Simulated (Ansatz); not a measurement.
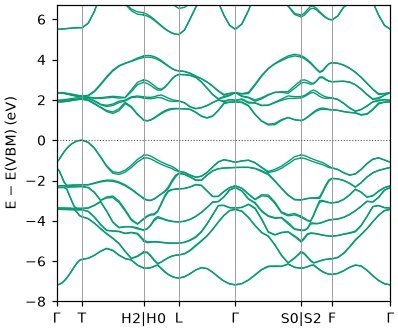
Band structure from plane-wave PAW PBE+D3(BJ) with spin–orbit coupling (Ansatz code)

**Question.** Read off the gap and where the band edges lie.

**Answer.** About 0.7 eV (0.74 eV by a search for the band edges); maximum at T, minimum on the Γ–S0 line, 54 % of the way from Γ.

The material is MoS$_{2}$ in space group R3m (No. 160; Mo on 3a, S on 3a, S on 3a).

The PBE+D3(BJ) relaxation kept the symmetry of its start; of distortions, only those at the zone centre were tested. The run is not spin-polarised.

Potentials: the later of the program's two PAW sets.
